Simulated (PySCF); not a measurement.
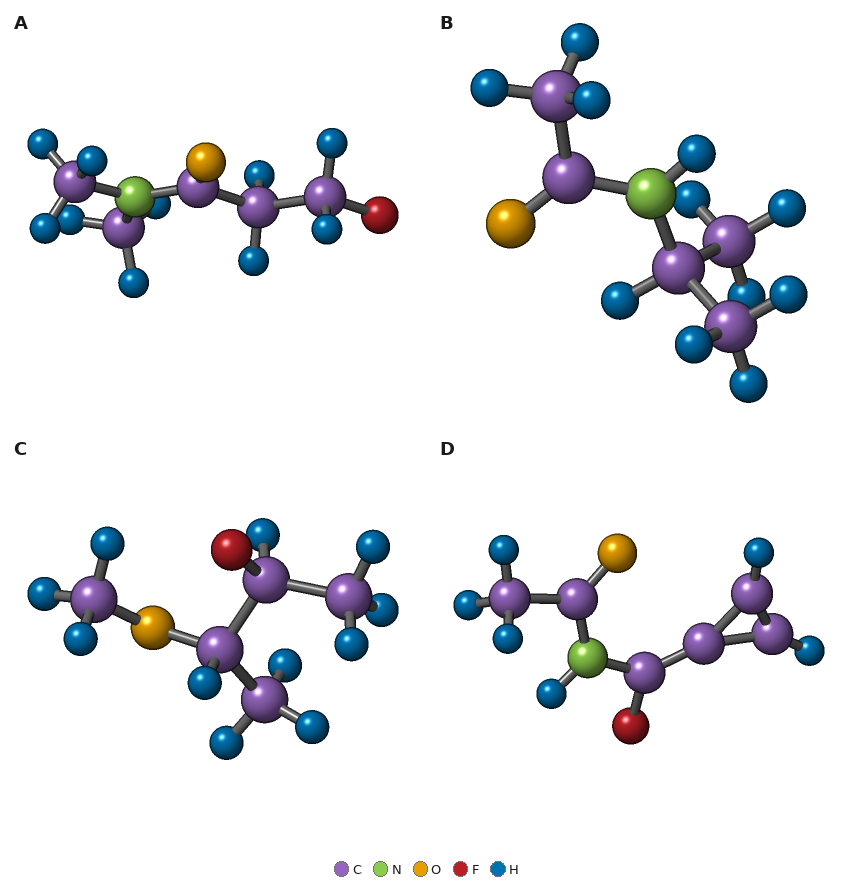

The picture comes from a calculation with PySCF.

Question: Which panel belongs to which SMILES?
(1) CC(=O)NC(F)=C1C=C1
(2) CN(C)C(=O)CCF
(3) CO[C@@H](C)[C@H](C)F
(4) CC(=O)NC(C)C

Answer: A is (2), B is (4), C is (3), D is (1).
